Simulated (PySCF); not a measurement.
Excited-state calculation, with input and output: C₃H₅BrGe

C₃H₅BrGe, SMILES CC#[C][GeH2][Br], computed with TDDFT PBE0/def2-SVPD, vertical, gas phase, core orbitals frozen in the response (PySCF 2.14.0).

The geometry comes from this level: PBE0-D3(BJ)/def2-SVP.

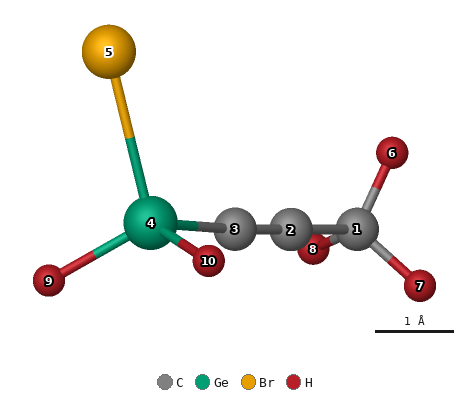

Fig. 1: The input geometry (ball-and-stick view, seen at a tilt; atoms are numbered from 1 in the order of the input). Sticks mark near contacts.

**Input**
```
{"job": {"kind": "uv", "xc": "PBE0", "basis": "def2-SVPD", "ip": true}, "charge": 0, "multiplicity": 1}
C     -1.515225     0.535188     0.134634
C     -0.101627     0.261444    -0.036629
C      1.085654     0.025973    -0.173574
Ge     2.934510    -0.294474    -0.316865
Br     3.829808    -0.248489     1.816654
H     -1.698396     1.045565     1.093022
H     -1.893215     1.181865    -0.672216
H     -2.100435    -0.397305     0.128540
H      3.216735    -1.688601    -0.887111
H      3.619719     0.816586    -1.120940
```

The first line tells a small driver script what to run in PySCF; the rest is the geometry in Å.

Run on 1 CPU thread, shared host.

Launched with:
```bash
OMP_NUM_THREADS=1 python <driver script> task.json out
```

**The program's output**
```
coarse grid: 42648 points
cycle   1  E = -4767.0609278134  dE = -1.267e+00  |g| = 5.354e-01  |ddm| = 5.665e+00
cycle   2  E = -4767.0452466943  dE =  1.568e-02  |g| = 6.183e-01  |ddm| = 2.103e+00
cycle   3  E = -4767.1145416897  dE = -6.929e-02  |g| = 5.029e-02  |ddm| = 1.128e+00
cycle   4  E = -4767.1147074426  dE = -1.658e-04  |g| = 3.384e-02  |ddm| = 1.317e-01
cycle   5  E = -4767.1149580606  dE = -2.506e-04  |g| = 1.365e-02  |ddm| = 7.567e-02
cycle   6  E = -4767.1150023971  dE = -4.434e-05  |g| = 2.158e-03  |ddm| = 2.184e-02
cycle   7  E = -4767.1150036587  dE = -1.262e-06  |g| = 2.561e-04  |ddm| = 6.374e-03
final grid: 86600 points
cycle   8  E = -4767.1149888692  dE = -2.277e-08  |g| = 3.324e-04  |ddm| = 6.649e-03
cycle   9  E = -4767.1149888321  dE =  3.709e-08  |g| = 5.216e-04  |ddm| = 1.790e-03
cycle  10  E = -4767.1149888959  dE = -6.378e-08  |g| = 1.305e-04  |ddm| = 1.098e-03
cycle  11  E = -4767.1149889003  dE = -4.433e-09  |g| = 1.490e-05  |ddm| = 2.021e-04
cycle  12  E = -4767.1149889004  dE = -8.913e-11  |g| = 2.529e-06  |ddm| = 3.631e-05
```

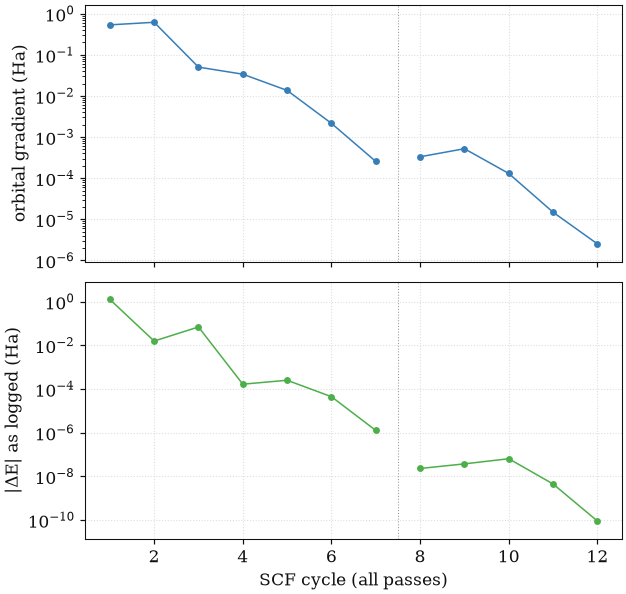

Fig. 2: Convergence of the self-consistent field: orbital gradient and size of the energy change against the SCF cycle. The dotted line marks the change from a coarse to the final integration grid. The first 7 cycles use a coarse grid, the final grid takes over at cycle 8, and the field converges after 12 cycles in all.

```
converged SCF energy = -4767.1149889004

Static polarisability (au): isotropic 89.942, principal 67.598 81.536 120.693

Singlet excitations
state   eV       nm        f      main configurations
  1   5.4640    226.9   0.00055   H-1->L 0.89
  2   5.7586    215.3   0.05615   H->L 0.80, H-1->L+1 0.10
  3   5.8606    211.6   0.00973   H-2->L 0.92
  4   6.0412    205.2   0.01132   H-3->L 0.84, H-1->L+1 0.08
  5   6.1930    200.2   0.00058   H->L+1 0.80, H-3->L+1 0.10
  6   6.8378    181.3   0.03754   H->L+2 0.59, H-1->L+1 0.18
  7   6.9270    179.0   0.00025   H-1->L+2 0.84
  8   7.1947    172.3   0.06346   H-2->L+1 0.45, H-1->L+1 0.24, H->L+2 0.10
  9   7.2309    171.5   0.01856   H-2->L+2 0.78
 10   7.3006    169.8   0.00347   H-3->L+1 0.80, H->L+1 0.10

Triplet excitations (Tamm-Dancoff, eV): 4.6939 5.0788 5.2235 5.4263
Vertical ionisation energy (delta-SCF) = 9.8045 eV
```

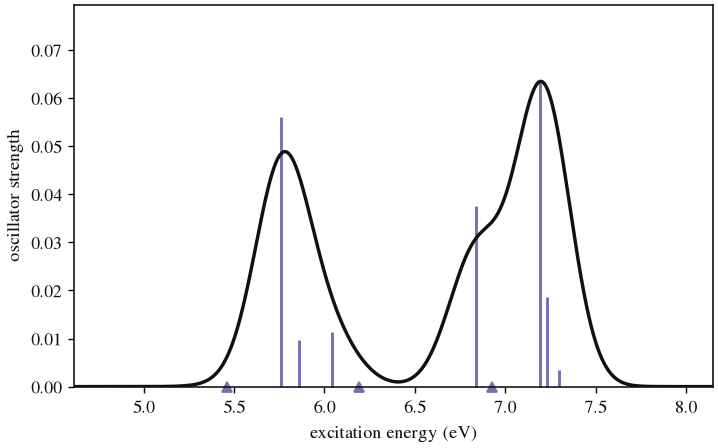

Fig. 3: Computed excitations as sticks (degenerate states added up, dark ones marked on the axis), with a Gaussian envelope of 0.35 eV full width at half maximum, scaled to the tallest. Of the 10 states the lowest lies at 5.46 eV (f = 0.001); the strongest line is at 7.19 eV, or 172 nm (f = 0.063).

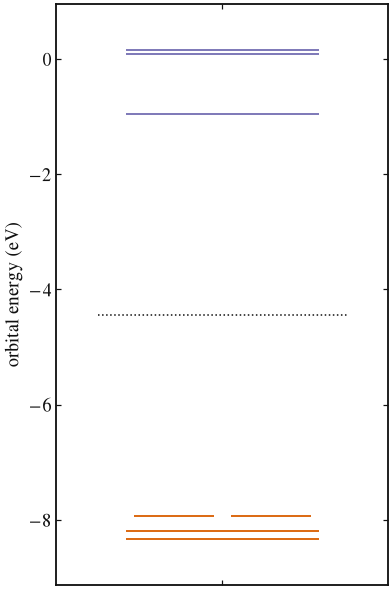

Fig. 4: Orbital energies near the frontier; the dotted line parts filled from empty levels, and levels within 0.02 eV of each other stand side by side. Highest filled −7.93 eV, lowest empty −0.96 eV, 6.97 eV apart.

**Summary**

| quantity | value |
| --- | --- |
| outcome | converged |
| total energy | −4767.114989 hartree |
| HOMO | −7.93 eV |
| LUMO | −0.96 eV |
| dipole moment | 2.88 D |
| mean polarisability | 89.94 a.u. |
| vertical ionisation energy | 9.80 eV |
| lowest singlet excitation | 5.46 eV |
| wall time | 80 s |
| peak memory | 0.81 GiB |

**Notes**

Spin–orbit coupling is left out, which matters for the heavy atoms.
